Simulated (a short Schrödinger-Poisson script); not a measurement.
System: MOS inversion layer, Al2O3 on p-type InP, at 300 K.

```csv
layer,material,thickness (nm),Na (cm⁻³)
1,Al2O3,10,-
2,InP,1400,1.1e17
```

Constants are typed, rounded textbook-type inputs, not results; the design itself was drawn at random and stands for no fabricated device. Al2O3: permittivity 9, conduction-band edge (eV) 3.03, gap (eV) 6.8, electron mass (mₑ) 0.3. InP: permittivity 12.5, conduction-band edge (eV) 0, gap (eV) 1.344, Nv at 300 K (cm⁻³) 1.1e19.

Channel valleys (confinement mass, in-plane density-of-states mass, number): Γ 0.08, 0.08, 1. At the gate the conduction-band edge of layer 1 lies 3.35 eV − eVg above the Fermi level of the channel; the field vanishes at the back. Gaps are held at their typed values at every temperature. Mesh 0.03 nm at interfaces.

Solved with a short Schrödinger-Poisson script written for these runs: 1D Poisson equation in equilibrium, electrons quantum, Hartree (BenDaniel-Duke, 12 states a valley, the channel's in-plane mass for all, wave functions free to enter the dielectric), parabolic valleys, classical holes, full ionisation, no traps, pinning or gate leakage.

Only gate voltages with over 1e8 electrons/cm² are shown.

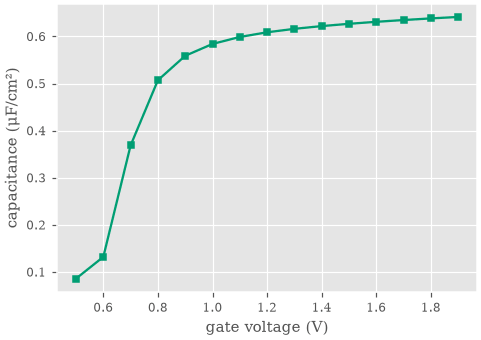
Fig. 1. Quasi-static capacitance against gate voltage

```
Vg (V)  electrons (cm⁻²)  C (μF/cm²)  Γ E0 (meV)  Γ E1 (meV)
------  ----------------  ----------  ----------  ----------
0.5               4.55e8      0.0858       195.9       289.1
0.6              1.18e10       0.132       111.4       207.4
0.7              1.28e11       0.369        48.2       146.9
0.8              3.92e11       0.507        15.1       117.0
0.9              7.18e11       0.559        -5.7        99.4
1                1.07e12       0.584       -21.8        86.4
1.1              1.43e12       0.599       -35.7        75.7
1.2              1.81e12       0.609       -48.4        66.3
1.3              2.19e12       0.616       -60.2        57.6
1.4              2.57e12       0.622       -71.6        49.6
1.5              2.96e12       0.627       -82.5        42.0
1.6              3.34e12       0.631       -93.2        34.9
1.7              3.74e12       0.635      -103.5        28.1
1.8              4.13e12       0.638      -113.7        21.7
1.9              4.53e12       0.641      -123.6        15.7
```

Subbands count from the Fermi level.

Above a few 1e12 electrons/cm² a light Γ valley is non-parabolic and upper valleys begin to fill, which the model leaves out.
